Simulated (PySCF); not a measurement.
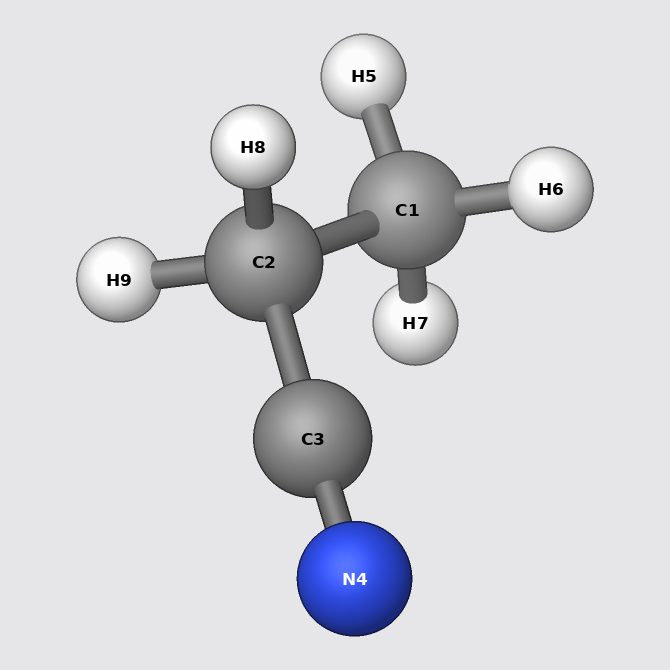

Computed geometry: PBE0-D3(BJ)/def2-SVP optimisation. No frequency run is at hand to confirm it as a minimum. Level of theory: PBE/pcJ-1 indirect spin-spin coupling, non-relativistic, gas phase (PySCF 2.14.0). Isotopes: 13C, 1H, 15N.

Give the spin–spin coupling constants of these pairs, with the number of bonds between them: C2/H9, C3/N4, C1/H8, C2/N4, H5/H7, C3/H6, N4/H8, N4/H9, H5/H8, H6/H8, H7/H9.

```json
{"pair": "C2, H9", "bonds apart": "1", "J (Hz)": "126.6"}
{"pair": "C3, N4", "bonds apart": "1", "J (Hz)": "−10.6"}
{"pair": "C1, H8", "bonds apart": "2", "J (Hz)": "−4.0"}
{"pair": "C2, N4", "bonds apart": "2", "J (Hz)": "4.2"}
{"pair": "H5, H7", "bonds apart": "2", "J (Hz)": "−12.4"}
{"pair": "C3, H6", "bonds apart": "3", "J (Hz)": "2.8"}
{"pair": "N4, H8", "bonds apart": "3", "J (Hz)": "−1.0"}
{"pair": "N4, H9", "bonds apart": "3", "J (Hz)": "−1.0"}
{"pair": "H5, H8", "bonds apart": "3", "J (Hz)": "4.2"}
{"pair": "H6, H8", "bonds apart": "3", "J (Hz)": "4.0"}
{"pair": "H7, H9", "bonds apart": "3", "J (Hz)": "4.0"}
```
